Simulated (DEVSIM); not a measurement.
System: W/HfO2/p-Ge capacitor, at 250 K.

```
layer (left to right)  material  thickness (nm)  Na (cm⁻³)
---------------------  --------  --------------  ---------
1                          HfO2            18.0          -
2                            Ge            1500     1.5e17
```

Metal gate on the left, work function 4.6 eV. Fixed charge at the semiconductor interface 0 cm⁻² (in units of +e); interface traps 3.7e10 cm⁻² eV⁻¹, uniform in energy, neutral level at 0.5 of the gap above the valence band.

The device is made up for the run: typed textbook-type constants, with dimensions and the other settings drawn at random. Values at 300 K; Nc and Nv go as T^1.5, mobilities as T to minus their exponent, the gap by Varshni's rule with the affinity fixed.

| parameter | HfO2 | Ge |
|---|---|---|
| gap (eV) | 5.7 | 0.664 |
| affinity (eV) | 2.5 | 4 |
| permittivity | 22 | 16 |
| Nc (cm⁻³) | - | 1.04e19 |
| Nv (cm⁻³) | - | 6e18 |
| Varshni α (eV/K) | - | 0.000477 |
| Varshni β (K) | - | 235 |

DEVSIM, 1D Poisson equation in equilibrium, Boltzmann statistics, complete ionisation; no quantum confinement or tunnelling. Metal contacts follow the ideal Schottky-Mott rule: no Fermi-level pinning, no interface dipoles.

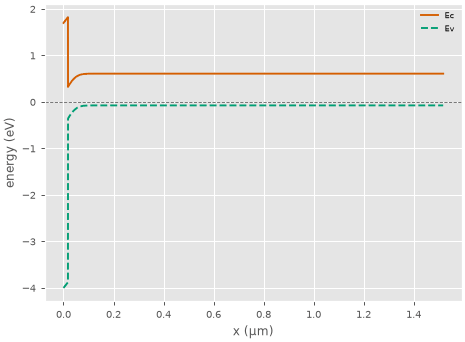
Fig. 1. Band edges at 0.4 V on the gate

Energies count from the Fermi level of the right contact; mesh points crowd at the junctions.

| x (μm) | Ec (eV) | Ev (eV) | n (cm⁻³) | p (cm⁻³) | field (V/cm) |
|---|---|---|---|---|---|
| 0.000 | 1.700 | -4.000 | < 1e2 | < 1e2 | 69000 |
| 0.001296 | 1.709 | -3.991 | < 1e2 | < 1e2 | 69000 |
| 0.003848 | 1.726 | -3.974 | < 1e2 | < 1e2 | 69000 |
| 0.008575 | 1.759 | -3.941 | < 1e2 | < 1e2 | 69000 |
| 0.01494 | 1.803 | -3.897 | < 1e2 | < 1e2 | 69000 |
| 0.01710 | 1.818 | -3.882 | < 1e2 | < 1e2 | 69000 |
| 0.01817 | 0.326 | -0.357 | 2.2e12 | 2.9e11 | 94000 |
| 0.02064 | 0.348 | -0.334 | 7.5e11 | 8.3e11 | 90000 |
| 0.02484 | 0.385 | -0.298 | 1.4e11 | 4.5e12 | 83000 |
| 0.03426 | 0.455 | -0.227 | 5.2e9 | 1.2e14 | 67000 |
| 0.05479 | 0.558 | -0.125 | 4.6e7 | 1.4e16 | 33000 |
| 0.1216 | 0.609 | -0.074 | 4200000 | 1.5e17 | 180 |
| 0.2451 | 0.609 | -0.074 | 4100000 | 1.5e17 | ≈ 0 |
| 0.5140 | 0.609 | -0.074 | 4100000 | 1.5e17 | ≈ 0 |
| 1.097 | 0.609 | -0.074 | 4100000 | 1.5e17 | ≈ 0 |
| 1.325 | 0.609 | -0.074 | 4100000 | 1.5e17 | ≈ 0 |
| 1.430 | 0.609 | -0.074 | 4100000 | 1.5e17 | ≈ 0 |
| 1.478 | 0.609 | -0.074 | 4100000 | 1.5e17 | ≈ 0 |
| 1.504 | 0.609 | -0.074 | 4100000 | 1.5e17 | ≈ 0 |
| 1.512 | 0.609 | -0.074 | 4100000 | 1.5e17 | ≈ 0 |
| 1.516 | 0.609 | -0.074 | 4100000 | 1.5e17 | ≈ 0 |
| 1.518 | 0.609 | -0.074 | 4100000 | 1.5e17 | ≈ 0 |
